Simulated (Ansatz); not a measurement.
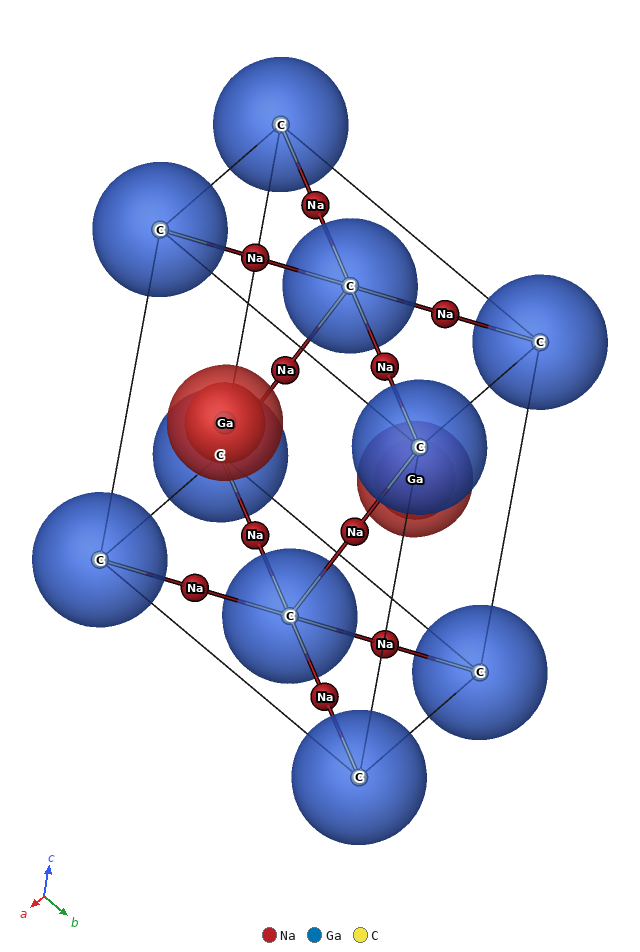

*Na3GaC. Isosurfaces of the magnetisation density (up minus down) at +0.02 (blue) and −0.02 e/Å³ (red), seen slightly off an axis. Sticks mark near contacts.*

Space group Pm-3m; a structure generated by program, which may or may not match a known phase; spin-polarised.

Level of theory: Ansatz, DFT PBE, scalar-relativistic, plane waves, PAW.

The density is the valence pseudo-density of a PAW calculation; it isn't the true density close to the nuclei.

### Where is the spin, and how is it ordered?

The spin density sits on C: +0.8 μB (×2) in one cell of 10 atoms, with smaller moments on other sites: Ga (up to −0.28 μB): parallel moments on the main sites in this solution. The cell of the calculation (10 atoms) carries 0.8 μB of net spin moment.
